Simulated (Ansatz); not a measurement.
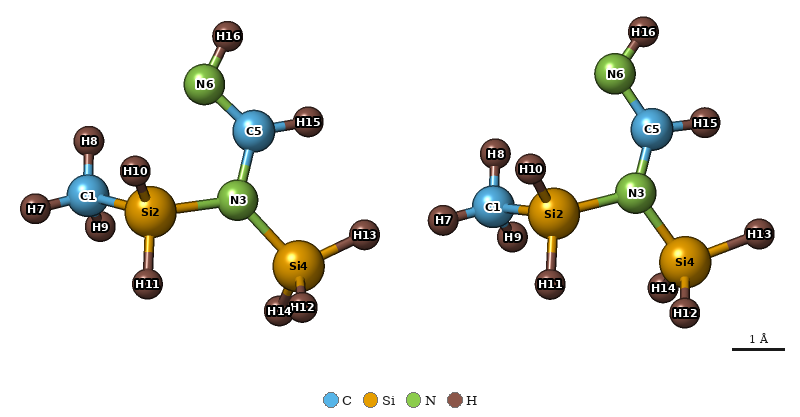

Two geometries of C2H10N2Si2, drawn at one scale. One is the start of a relaxation, the other its converged end. The picture is a ball-and-stick view, seen face on.

The calculation used RKS B3LYP-D4/STO-3G (Ansatz 0.2.0). Set-up: no spin polarisation; force threshold 0.015 eV/Å; at most 40 steps.

> Which one is relaxed?

The left one is the relaxed one. The run prepares an end point of a later path (torsion) calculation, from a guessed geometry. After 15 geometry steps the energy has fallen by 1.308 eV. The largest force component goes from 4.5 to 0.012 eV/Å. The forces were under the threshold at step 10, but the run went on from there. The largest move after the best rigid fit is that of H14, 0.60 Å. Largest moves by element: H 0.60 Å, N 0.29 Å, Si 0.27 Å, C 0.24 Å. Among the contacts that change: Si2–Si4 2.823 → 3.145 Å, Si2–N6 3.070 → 2.787 Å, Si4–H13 1.559 → 1.445 Å, N3–Si4 1.680 → 1.762 Å. Among the angles between lasting bonds that change: Si2–N3–Si4 113.4° → 125.4°, N3–C5–N6 129.6° → 118.2°, N6–C5–H15 115.3° → 126.6°. Cost: 61 s on 1 thread of Arm Neoverse V2 (shared host), peak memory 0.14 GiB.

Limits of the set-up: STO-3G is a minimal basis, so the numbers are rough.
